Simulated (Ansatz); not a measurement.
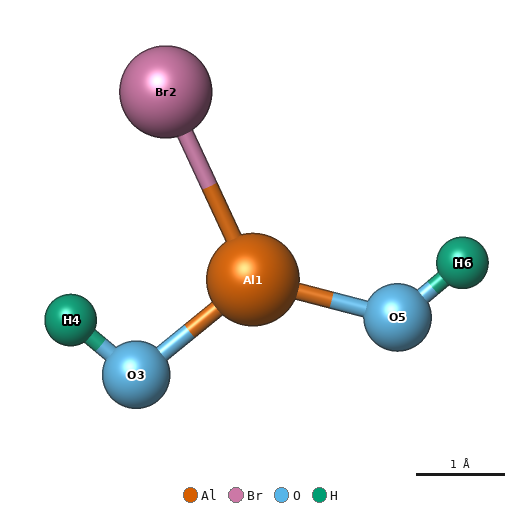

AlH$_{2}$O$_{2}$Br, before the relaxation. A ball-and-stick model, seen face on.

The run prepares an end point of a later path (reaction) calculation, from a guessed geometry.

Level of theory: UKS PBE/def2-SVPD in Ansatz.

Input
```yaml
crystal:
  periodic: [false, false, false]
  atoms:
    - { symbol: Al, position_ang: [-0.057932, 0.038173, 0.049413] }
    - { symbol: Br, position_ang: [1.943998, -1.076644, -0.564781] }
    - { symbol: O, position_ang: [-0.966422, 0.121141, -1.406905] }
    - { symbol: H, position_ang: [-0.356584, -0.322633, -2.026954] }
    - { symbol: O, position_ang: [-0.544017, 0.644882, 1.569022] }
    - { symbol: H, position_ang: [-0.019043, 0.595081, 2.380105] }
magnetization:
  spin_polarized: true
basis:
  gaussian: { orbitals: def2-SVPD }
hamiltonian:
  xc: pbe
relax:
  f_tol: 0.03
  max_steps: 50
output:
  orbitals: {}
```

Run as
```bash
ansatz run input.yaml --threads 4 --pin off --max-ram 5120MiB --backend cpu --events-out ev --progress --plain --runs-dir out
```

Predict the outcome.

Answer. H4 moves most after the best rigid fit: 0.45 Å. By element the largest moves are H 0.45 Å, Br 0.42 Å, Al 0.17 Å, O 0.11 Å. Among the contacts that change: Al1–Br2 2.372 → 2.270 Å, Al1–O5 1.707 → 1.716 Å, O3–H4 0.976 → 0.968 Å. Bond angles that change, for instance: Al1–O3–H4 100.7° → 122.5°, Br2–Al1–O3 104.4° → 122.0°, O3–Al1–O5 125.9° → 116.1°. After 5 geometry steps the energy has fallen by 23.6 kJ/mol. The largest force component goes from 0.96 to 0.017 eV/Å. The run took 24 s on 4 threads of Arm Neoverse N1, on a shared host, peak memory 0.22 GiB.

Final geometry:

```xyz
6

Al    0.0787   -0.0396   -0.0066
Br    2.1009   -1.0564   -0.1731
O    -0.9656    0.1340   -1.3573
H    -0.7345   -0.1942   -2.2383
O    -0.4965    0.6007    1.4779
H     0.0170    0.5554    2.2974
```

After the run, drawn alike:

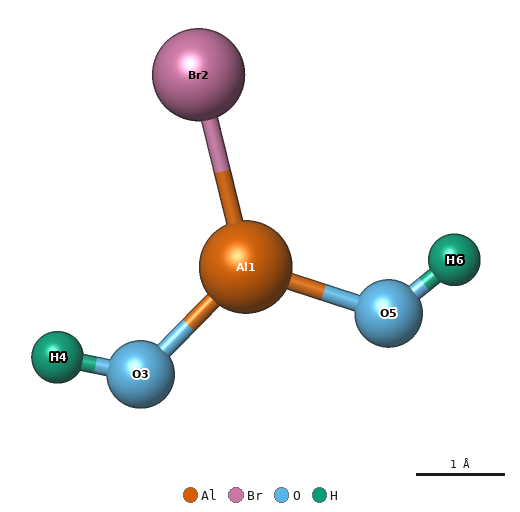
